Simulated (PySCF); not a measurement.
# CH7NPSi4 radical: open-shell or spin-flip excitations

Wanted: open-shell or spin-flip excitations for CH7NPSi4 radical (`N#C[Si@H]1[SiH2][Si@@H]([PH])[SiH2]1`).

Computed with PySCF 2.14.0 and routines of our own; the level stands in each step. Atoms count from 0.

### 1 The starting structure

14 atoms, charge 0, multiplicity 2; geometry from: GFN2-xTB.

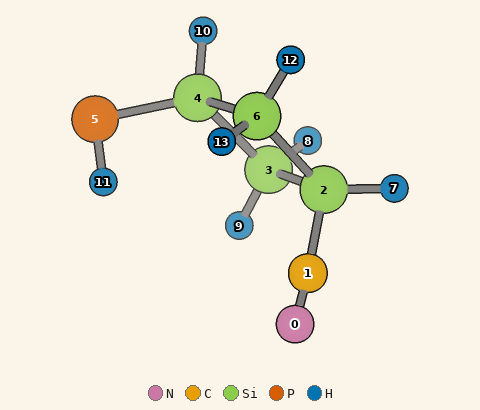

The starting geometry (nitrogen pink, carbon amber, silicon green, phosphorus orange, hydrogen blue).

### 2 Open-shell or spin-flip excitations: unrestricted TDA B3LYP/def2-SVPD

Job settings and geometry (Å):

```
{"job": {"kind": "uabs", "xc": "B3LYP", "basis": "def2-SVPD", "nstates": 10, "tda": true}, "charge": 0, "multiplicity": 2}
N     -1.648852     1.205482    -3.123410
C     -1.682708     0.809197    -2.046924
Si    -1.633813     0.159572    -0.300754
Si    -0.217077    -1.738897    -0.170228
Si     1.369849    -0.435917     1.084854
P      3.375564    -0.210152     0.274008
Si    -0.128347     1.447886     1.003561
H     -3.075242     0.090776    -0.015120
H     -0.791519    -2.896855     0.527146
H      0.242022    -2.295516    -1.446424
H      1.554212    -0.938022     2.457960
H      2.928776     0.227819    -0.964094
H     -0.663070     1.887372     2.299023
H      0.369528     2.686781     0.398236
```

Level: unrestricted TDA B3LYP/def2-SVPD, vertical, gas phase, core orbitals frozen in the response.

Launch:

```bash
$ OMP_NUM_THREADS=1 python excited_run.py task.json out
```

This one command runs all jobs of the session in turn.

The program printed:

```text
coarse grid: 14608 points
cycle   1  E = -1595.6638881263  dE =  3.557e-01  |g| = 2.821e-01  |ddm| = 3.486e+00
cycle   2  E = -1595.4908314459  dE =  1.731e-01  |g| = 6.472e-01  |ddm| = 1.110e+00
cycle   3  E = -1595.7127418584  dE = -2.219e-01  |g| = 8.066e-02  |ddm| = 7.606e-01
cycle   4  E = -1595.7154213094  dE = -2.679e-03  |g| = 3.938e-02  |ddm| = 1.651e-01
cycle   5  E = -1595.7165007594  dE = -1.079e-03  |g| = 8.762e-03  |ddm| = 7.378e-02
cycle   6  E = -1595.7165690770  dE = -6.832e-05  |g| = 2.430e-03  |ddm| = 2.432e-02
cycle   7  E = -1595.7165765533  dE = -7.476e-06  |g| = 7.566e-04  |ddm| = 8.093e-03
final grid: 119440 points
cycle   8  E = -1595.9132758258  dE = -1.093e-05  |g| = 1.315e-03  |ddm| = 3.436e-02
cycle   9  E = -1595.9132750792  dE =  7.466e-07  |g| = 1.720e-03  |ddm| = 6.235e-03
cycle  10  E = -1595.9132771226  dE = -2.043e-06  |g| = 4.440e-04  |ddm| = 3.288e-03
cycle  11  E = -1595.9132772080  dE = -8.542e-08  |g| = 1.312e-04  |ddm| = 4.651e-04
cycle  12  E = -1595.9132772175  dE = -9.423e-09  |g| = 4.866e-05  |ddm| = 2.600e-04
cycle  13  E = -1595.9132772194  dE = -1.967e-09  |g| = 1.648e-05  |ddm| = 1.305e-04
cycle  14  E = -1595.9132772198  dE = -3.356e-10  |g| = 6.949e-06  |ddm| = 5.338e-05
converged SCF energy = -1595.9132772198

Static polarisability (au): isotropic 165.102, principal 142.852 151.431 201.024

<S^2> of the reference = 0.7549 (exact 0.7500)

Excitations
state   eV       nm        f      <S^2>   main configurations
  1   2.0582    602.4   0.00000   0.764   Hb->Lb 0.95
  2   3.1104    398.6   0.06157   0.805   H-1b->Lb 0.93
  3   3.4238    362.1   0.00670   0.803   H-2b->Lb 0.94
  4   3.4837    355.9   0.00120   0.983   Ha->La 0.96
  5   3.7695    328.9   0.00184   0.798   H-3b->Lb 0.90
  6   4.1000    302.4   0.00202   0.779   H-4b->Lb 0.54, H-5b->Lb 0.32
  7   4.1415    299.4   0.00049   2.689   Hb->L+1b 0.64, H-1a->La 0.32
  8   4.4166    280.7   0.00000   2.560   H-1b->L+1b 0.61, H-2a->La 0.28
  9   4.4959    275.8   0.00968   1.103   Ha->L+2a 0.91
 10   4.5450    272.8   0.00938   0.964   Ha->L+1a 0.53, H-1a->La 0.30, Hb->L+1b 0.13
```

It took 60 s on 1 thread of INTEL XEON PLATINUM 8581C at 2.30GHz, shared host; peak memory 0.76 GiB.

In short:

| quantity | value |
| --- | --- |
| ⟨S²⟩ | 0.755 |

Löwdin spin populations:

N0 0.00; C1 0.00; Si2 0.01; Si3 0.04; Si4 0.09; P5 0.74; Si6 0.04; H7 0.00; H8 0.01; H9 0.00; H10 -0.01; H11 0.06; H12 0.01; H13 0.00

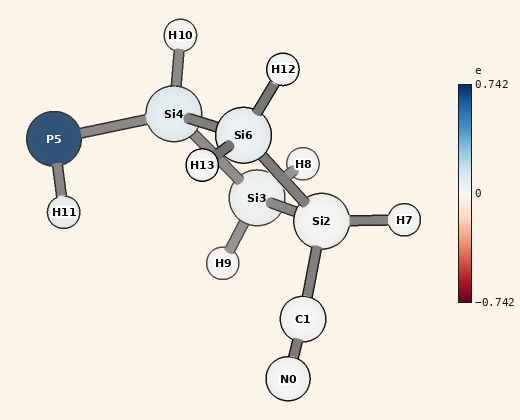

Löwdin spin populations, as colours on the atoms.

With diffuse functions Löwdin's scheme smears the spin, so small populations can have the wrong sign.

### 3 Open-shell or spin-flip excitations: unrestricted TDA X3LYP/def2-SVPD

The job, as its differences from that of step 2:

```diff
@@ -1,2 +1,2 @@
-{"job": {"kind": "uabs", "xc": "B3LYP", "basis": "def2-SVPD", "nstates": 10, "tda": true}, "charge": 0, "multiplicity": 2}
+{"job": {"kind": "uabs", "xc": "X3LYP", "basis": "def2-SVPD", "nstates": 25, "tda": true, "scf": {"guess": "sap", "fallback": true}, "grid": 3}, "charge": 0, "multiplicity": 2}
 N     -1.648852     1.205482    -3.123410
```

Level: unrestricted TDA X3LYP/def2-SVPD, vertical, gas phase, core orbitals frozen in the response.

The program printed:

```text
final grid: 192576 points
cycle   1  E = -1562.5284329932  dE =  3.086e+01  |g| = 4.850e+00  |ddm| = 1.754e+01
cycle   2  E = -1431.7564788339  dE =  1.308e+02  |g| = 8.874e+00  |ddm| = 3.212e+01
cycle   3  E = -1581.4130232765  dE = -1.497e+02  |g| = 2.993e+00  |ddm| = 2.837e+01
cycle   4  E = -1574.1846315682  dE =  7.228e+00  |g| = 4.603e+00  |ddm| = 1.296e+01
cycle   5  E = -1588.3459180414  dE = -1.416e+01  |g| = 2.627e+00  |ddm| = 5.948e+00
cycle   6  E = -1593.7097280907  dE = -5.364e+00  |g| = 1.431e+00  |ddm| = 4.307e+00
cycle   7  E = -1594.9591749133  dE = -1.249e+00  |g| = 8.165e-01  |ddm| = 2.312e+00
cycle   8  E = -1595.4368195145  dE = -4.776e-01  |g| = 4.632e-01  |ddm| = 1.876e+00
cycle   9  E = -1595.6473196948  dE = -2.105e-01  |g| = 8.115e-02  |ddm| = 1.094e+00
cycle  10  E = -1595.6477117184  dE = -3.920e-04  |g| = 1.106e-01  |ddm| = 2.889e-01
cycle  11  E = -1595.6544545175  dE = -6.743e-03  |g| = 3.407e-02  |ddm| = 1.418e-01
cycle  12  E = -1595.6553186762  dE = -8.642e-04  |g| = 1.232e-02  |ddm| = 7.252e-02
cycle  13  E = -1595.6554888300  dE = -1.702e-04  |g| = 4.796e-03  |ddm| = 5.068e-02
cycle  14  E = -1595.6555129189  dE = -2.409e-05  |g| = 1.261e-03  |ddm| = 1.565e-02
cycle  15  E = -1595.6555151312  dE = -2.212e-06  |g| = 6.051e-04  |ddm| = 3.896e-03
cycle  16  E = -1595.6555158582  dE = -7.271e-07  |g| = 3.558e-04  |ddm| = 2.013e-03
cycle  17  E = -1595.6555161515  dE = -2.933e-07  |g| = 1.751e-04  |ddm| = 1.404e-03
cycle  18  E = -1595.6555162234  dE = -7.192e-08  |g| = 9.920e-05  |ddm| = 7.149e-04
cycle  19  E = -1595.6555162353  dE = -1.193e-08  |g| = 5.007e-05  |ddm| = 3.005e-04
cycle  20  E = -1595.6555162382  dE = -2.864e-09  |g| = 1.930e-05  |ddm| = 1.644e-04
cycle  21  E = -1595.6555162385  dE = -3.338e-10  |g| = 1.850e-05  |ddm| = 7.072e-05
converged SCF energy = -1595.6555162385

Static polarisability (au): isotropic 164.842, principal 142.692 151.327 200.505

<S^2> of the reference = 0.7550 (exact 0.7500)

Excitations
state   eV       nm        f      <S^2>   main configurations
  1   2.0613    601.5   0.00001   0.764   Hb->Lb 0.95
  2   3.1524    393.3   0.06344   0.809   H-1b->Lb 0.92
  3   3.4776    356.5   0.00528   0.808   H-2b->Lb 0.93
  4   3.5105    353.2   0.00125   1.002   Ha->La 0.96
  5   3.8143    325.1   0.00176   0.802   H-3b->Lb 0.89
  6   4.1171    301.1   0.00214   0.781   H-4b->Lb 0.54, H-5b->Lb 0.32
  7   4.1605    298.0   0.00048   2.692   Hb->L+1b 0.63, H-1a->La 0.32
  8   4.4248    280.2   0.00000   2.554   H-1b->L+1b 0.61, H-2a->La 0.28
  9   4.5181    274.4   0.00978   1.119   Ha->L+1a 0.91
 10   4.5755    271.0   0.00836   0.969   Ha->L+2a 0.51, H-1a->La 0.31, Hb->L+1b 0.14
 11   4.6610    266.0   0.00022   1.628   H-2a->La 0.37, H-1b->L+1b 0.36, H-2b->L+1b 0.22
 12   4.7730    259.8   0.10927   0.954   Ha->L+2a 0.38, H-1a->La 0.31, Hb->L+1b 0.19
 13   4.9856    248.7   0.00014   1.556   H-2b->L+1b 0.48, H-2a->La 0.29, H-3a->La 0.13
 14   5.0616    245.0   0.00101   0.939   H-5b->Lb 0.28, Ha->L+3a 0.27, H-4b->Lb 0.26
 15   5.0845    243.8   0.00001   1.042   Ha->L+3a 0.40, H-5b->Lb 0.23, H-4b->Lb 0.13, Ha->L+4a 0.08
 16   5.1608    240.2   0.00051   2.561   Hb->L+2b 0.52, H-1a->L+1a 0.25
 17   5.2346    236.9   0.00224   0.990   H-6b->Lb 0.75, H-8b->Lb 0.14
 18   5.3003    233.9   0.00007   1.181   H-7b->Lb 0.59, Hb->L+3b 0.12, H-9b->Lb 0.10
 19   5.3437    232.0   0.00195   1.758   Hb->L+3b 0.28, H-7b->Lb 0.22, H-1a->L+2a 0.12, H-3a->La 0.10
 20   5.3709    230.8   0.00838   2.340   H-2a->L+2a 0.33, H-1b->L+3b 0.29, H-8b->Lb 0.09
 21   5.3822    230.4   0.00044   1.262   H-3a->La 0.63, H-2b->L+1b 0.13
 22   5.4352    228.1   0.00376   2.279   H-2a->L+1a 0.31, H-1b->L+2b 0.28, Hb->L+3b 0.14, Ha->L+4a 0.11
 23   5.4394    227.9   0.00108   2.692   H-3b->L+1b 0.42, H-4a->La 0.33
 24   5.4921    225.8   0.00058   0.931   H-1a->L+2a 0.58, Hb->L+3b 0.26
 25   5.5016    225.4   0.00004   0.954   H-8b->Lb 0.74, H-6b->Lb 0.16
```

Run time: 1.9 min. Hardware: 1 thread of INTEL XEON PLATINUM 8581C at 2.30GHz, shared host; peak memory 0.82 GiB.

From this job:

```csv
quantity,value
⟨S²⟩,0.755
```

### 4 Summary of results

| quantity | value |
| --- | --- |
| lowest and brightest state of nearly pure spin, of 10 (step 2, unrestricted TDA B3LYP/def2-SVPD) | 2.06 eV; 3.11 eV, f = 0.062 |
| lowest and brightest state of nearly pure spin, of 25 (step 3, unrestricted TDA X3LYP/def2-SVPD) | 2.06 eV; 3.15 eV, f = 0.063 |

**Reading.** States whose ⟨S²⟩ lies well above the reference's are mixtures of spin states, an artefact of the unrestricted response, and are left out of the summary. The lowest state of nearly pure spin stays at 2.06 eV over the runs.
